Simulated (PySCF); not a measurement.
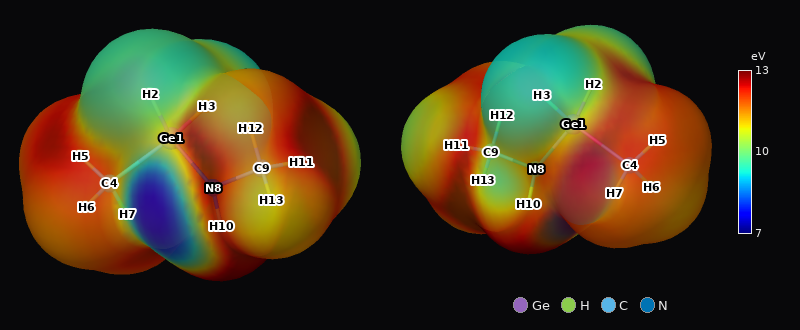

*GeH2Me(NHMe) (C2H9GeN). Average local ionisation energy on the surface of electron density 0.001 a.u. (back view left, front view right).*

Computed with PySCF, PBE0/def2-SVPD, geometry: GFN2-xTB. No frequency check shows the geometry to be a minimum. GFN2-xTB bond lengths at metals and heavier atoms can be off by up to 0.1 Å and shapes distorted, which carries into these values.

Geometry (Å), atoms numbered from 1:

```
Ge1     -0.3837    0.3879   -0.0136
H2      -0.2403    1.2617    1.2032
H3      -0.4286    1.3310   -1.2080
C4      -1.9615   -0.7789    0.0433
H5      -2.8722   -0.1957    0.1451
H6      -1.8945   -1.4580    0.8893
H7      -2.0424   -1.3717   -0.8642
N8       1.0809   -0.6907    0.0338
C9       2.4299   -0.1544    0.0301
H10      1.0252   -1.5165   -0.5473
H11      2.7649    0.1797   -0.9589
H12      2.4606    0.7009    0.7042
H13      3.1298   -0.9092    0.3949
```

> Where are the most loosely bound electrons on this surface?

The lowest value is 7.7 eV, 2.0 Å from N8. Further minima include 9.2 eV, 1.5 Å from H3; 9.5 eV, 1.5 Å from H2; 9.7 eV, 1.7 Å from H10. For comparison, the highest occupied orbital lies at −6.4 eV.

> What volume does the surface enclose, and what is the dipole moment?

About 126 Å³; the dipole moment is 0.9 D.
